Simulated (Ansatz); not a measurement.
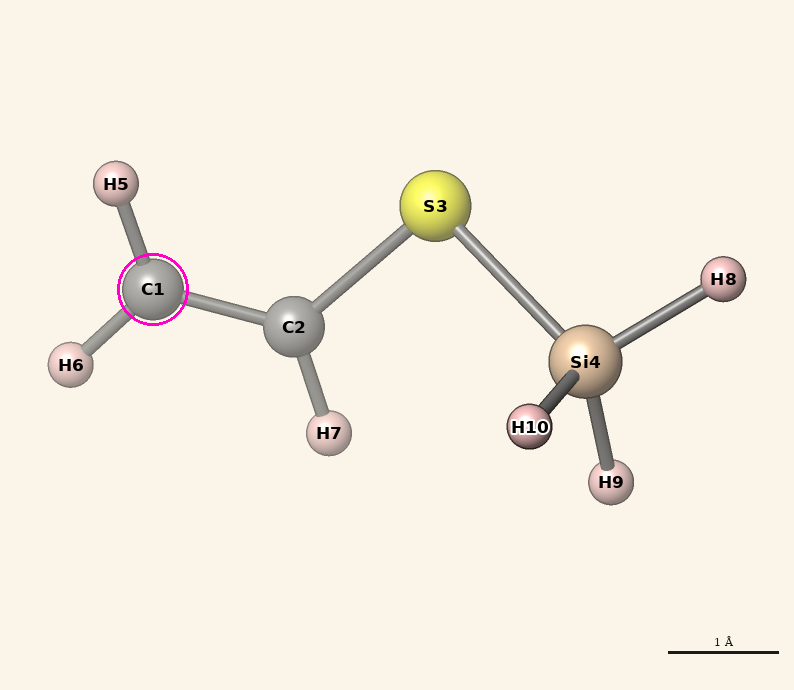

Orthographic view. Atoms fade into the background with distance from the viewer. The computed structure is the end point of a PBE0-D4/def2-TZVP optimisation. No frequency run is at hand to confirm it as a minimum.

**Which atoms are bonded to the circled atom?**

The circled atom is C1; it is bonded to C2, H5, H6.

**Which atom is nearest the viewer?**

H10, 2.0 Å in front of the mean position.

**Of Si4 and H9, which is nearer the viewer?**

Si4; the bond to H9 points away from the viewer, so it looks shorter than its 1.49 Å.

**What is the shortest path along bonds from the circled atom to H10?**

C1–C2–S3–Si4–H10, 4 bonds; through space the two are 4.47 Å apart.
